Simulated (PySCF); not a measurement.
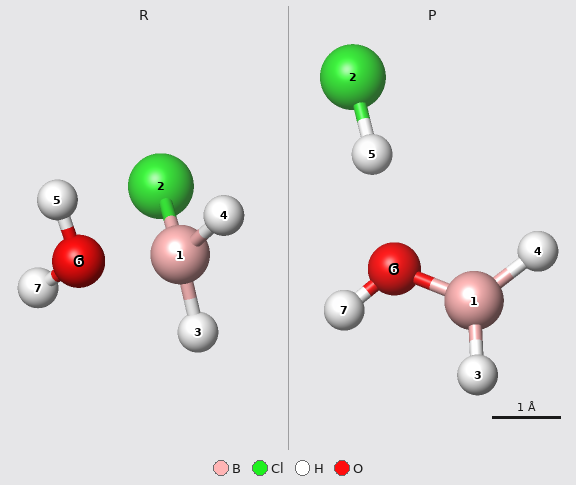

Reactant (R) and product (P) of one elementary step of BH₄OCl. A ball-and-stick model, seen at a tilt.

Stationary points at PBE0-D4/def2-TZVP, single-point energies with CCSD(T)/CBS, PBE0-D4, CCSD(T) (def2-TZVPP where no basis is named; PySCF 2.14.0). The energies are electronic, without zero-point or thermal terms, and both ends are the minima reached downhill from the saddle, with any fragments still in contact. CCSD(T)/CBS stands for a frozen-core estimate: MP2 correlation extrapolated from def2-TZVPP and def2-QZVPP, CCSD(T) minus MP2 from the smaller set.

R:
```xyz
7

B    -0.1366   -0.5838    0.3510
Cl    1.6671   -0.8843    0.1302
H    -0.8164   -1.3352   -0.2866
H    -0.4367   -0.3592    1.4879
H     0.1999    1.5147    0.0224
O    -0.3870    0.8675   -0.3941
H    -0.0902    0.7803   -1.3110
```

P:
```xyz
7

B    -1.0474   -0.5434    0.2528
Cl    2.8680    0.9000    0.3142
H    -2.1539   -0.7030   -0.1784
H    -0.6681   -1.0089    1.2836
H     1.6419    0.5930    0.0345
O    -0.1523    0.2001   -0.4411
H    -0.4882    0.5622   -1.2658
```

Predict the saddle point between them and the barrier.

Answer. Counted by bonded pieces, R holds BH₂Cl + H₂O and P holds BH₃O + HCl. From R over the saddle to P, bonds form: B1–O6 (1.65 → 1.48 → 1.35 Å), Cl2–H5 (2.81 → 1.49 → 1.29 Å). Bonds break: B1–Cl2 (1.84 → 2.23 → 4.17 Å), H5–O6 (0.97 → 1.30 → 1.90 Å). The saddle has one imaginary mode, 984i cm⁻¹. With CCSD(T)/CBS the barrier is 20.1 kcal/mol from R and 22.0 kcal/mol from P, and P lies 1.9 kcal/mol below R.

```
      level  barrier from R (kcal/mol)  barrier from P (kcal/mol)  P less R (kcal/mol)
CCSD(T)/CBS                       20.1                       22.0                 −1.9
    PBE0-D4                       18.0                       18.2                 −0.2
    CCSD(T)                       20.1                       22.7                 −2.6
```

Against CCSD(T)/CBS, CCSD(T) comes closest on the barrier from R (0.0 kcal/mol) and PBE0-D4 misses most (−2.1 kcal/mol).

Saddle geometry:

```xyz
7

B    -0.4148   -0.4193    0.3198
Cl    1.8111   -0.3699    0.2820
H    -0.7206   -1.3276   -0.3900
H    -0.6214   -0.4057    1.4898
H     0.8976    0.7211   -0.1547
O    -0.3792    0.9222   -0.3023
H    -0.5727    0.8792   -1.2448
```

The saddle point in the same view, with dashed sticks for the bonds that form or break:

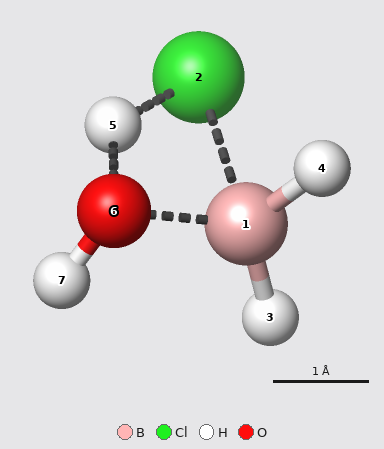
